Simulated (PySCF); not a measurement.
# Cu: dipole response in aug-cc-pwCVQZ-PP with ECP10

Aim: the static polarisability and the C₆ coefficient of Cu, method by method.

Method: unrestricted determinants in a Gaussian basis, no spin-orbit coupling in the energies. Code: PySCF 2.14.0.

### Step 1. The system

```
Element     : copper (Z = 29)
Basis       : aug-cc-pwCVQZ-PP with ECP10MDF (9s9p8d5f4g3h, 180 functions)
Hamiltonian : a scalar-relativistic core potential
State 1     : Cu: [Ar] 3d10 4s1, 2S determinant
Methods     : TPSS
```

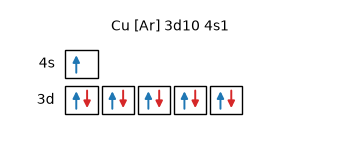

Occupation of the outer shells (arrows by Hund's rule).

One driver process ran all states and methods and kept the integrals in memory. Each run is shown as a PySCF script that sums up its settings (the driver passes frozen orbitals as a list and adds second-order terms of double hybrids); the logs are those of the runs themselves. The driver starts from symmetry-adapted Hartree-Fock orbitals, holds the occupation by maximum overlap and uses a logarithmic radial grid for functionals, so a plain start would take other cycles.

The driver's launch:

```
> OMP_NUM_THREADS=2 python atomrun2.py TASK.json OUT
```

The integrals over 180 functions and the set-up took 13 s of CPU time.

### Step 2. Cu: TPSS

#### TPSS

Input file input.py:

```python
from pyscf import gto, scf, dft, mp, cc
import basis_set_exchange as bse
txt = bse.get_basis("aug-cc-pwCVQZ-PP", elements=["Cu"], fmt="nwchem", header=False)
cut = txt.index("\nECP")
mol = gto.M(atom="Cu 0 0 0", charge=0, spin=1, symmetry="D2h",
            basis=gto.basis.parse(txt[:cut]),
            ecp={"Cu": gto.basis.parse_ecp(txt[cut:])})
mf = dft.UKS(mol, xc="TPSS")
mf.irrep_nelec = {'Ag': (4, 3), 'B1g': (1, 1), 'B2g': (1, 1), 'B3g': (1, 1), 'B1u': (1, 1), 'B2u': (1, 1), 'B3u': (1, 1)}
mf.kernel()
```

The program printed:

```text
damping factor = 0
level_shift factor = 0
DIIS = <class 'pyscf.scf.diis.CDIIS'>
diis_start_cycle = 1
diis_space = 10
diis_damp = 0
SCF conv_tol = 1e-09
SCF conv_tol_grad = None
number electrons alpha = 10  beta = 9
XC functionals = TPSS
    J. Tao, J. P. Perdew, V. N. Staroverov, and G. E. Scuseria.,  Phys. Rev. Lett. 91, 146401 (2003)
    J. P. Perdew, J. Tao, V. N. Staroverov, and G. E. Scuseria.,  J. Chem. Phys. 120, 6898 (2004)
    J. Tao, J. P. Perdew, V. N. Staroverov, and G. E. Scuseria.,  Phys. Rev. Lett. 91, 146401 (2003)
    J. P. Perdew, J. Tao, V. N. Staroverov, and G. E. Scuseria.,  J. Chem. Phys. 120, 6898 (2004)
cycle= 1 E= -197.178671084229  delta_E= 0.0239  |g|= 0.567  |ddm|= 0.421
cycle= 2 E= -196.807169676697  delta_E= 0.372  |g|= 1.74  |ddm|= 0.665
cycle= 3 E= -197.228847588459  delta_E= -0.422  |g|= 0.228  |ddm|= 0.383
cycle= 4 E= -197.239041782493  delta_E= -0.0102  |g|= 0.0206  |ddm|= 0.116
cycle= 5 E= -197.239115384393  delta_E= -7.36e-05  |g|= 0.000779  |ddm|= 0.00692
cycle= 6 E= -197.239115491961  delta_E= -1.08e-07  |g|= 3.66e-05  |ddm|= 0.00081
cycle= 7 E= -197.239115492479  delta_E= -5.18e-10  |g|= 3.9e-06  |ddm|= 7.48e-05
converged SCF energy = -197.239115492479  <S^2> = 0.75376125  2S+1 = 2.0037577
```

It took 47 s on 2 threads of Neoverse-V1, shared host, the integrals not counted.

Orbital energies by shell (radii are means over both spins):

```
shell  electrons  mean orbital energy (eV)  spread (eV)  rms radius (bohr)
 3s β          1                   -115.96            0              0.770
 3s α          1                   -115.87            0              0.770
 3p β          3                   -72.600            0              0.819
 3p α          3                   -72.537            0              0.819
 3d α          5                    -4.960            0               1.25
 4s α          1                    -4.924            0               3.15
 3d β          5                    -4.797            0               1.25
```

⟨S²⟩ = 0.754, ⟨L²⟩ = 0.00.

The driver then solved the coupled dipole response at imaginary frequencies: mean α = 44.11 bohr³, C₆ = 282.8 au for a like pair.

Energies and moments cover only the electrons outside the core potential.

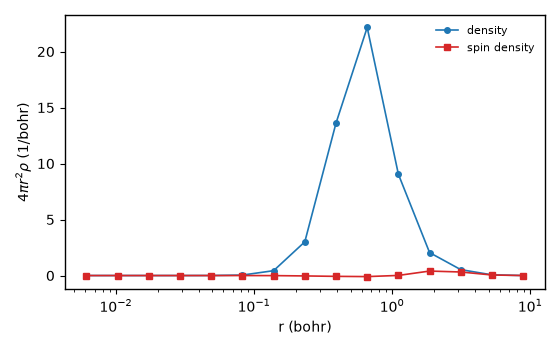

Radial density 4πr²ρ of Cu at TPSS, the electrons outside the core potential, at 15 stored radii joined by straight lines.

### Step 3. Polarisabilities and C₆

Cu, in atomic units:

```
method  mean α  C₆ (like pair)  S(−4)
  TPSS   44.11           282.8   1571
```

Reference α: 46.5 ± 0.5 bohr³ (recommended; Schwerdtfeger and Nagle, table of static dipole polarizabilities (2023 update)). Published C₆: 253.0 (Chu and Dalgarno (2004); Tang, Norbeck and Certain (1976)).

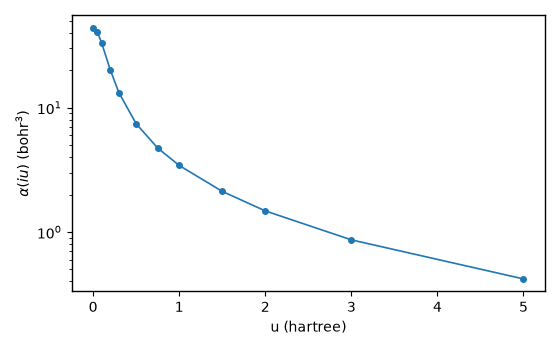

α(iu) of Cu, the polarisability at imaginary frequency, on a logarithmic scale.

### Step 4. Results

```
quantity                                value
 α of Cu  44.11 (TPSS) bohr³; reference 46.50
```

**Reading.** For Cu TPSS differs from the reference by -5 %. All values hold for this basis alone; no basis-set limit was taken.
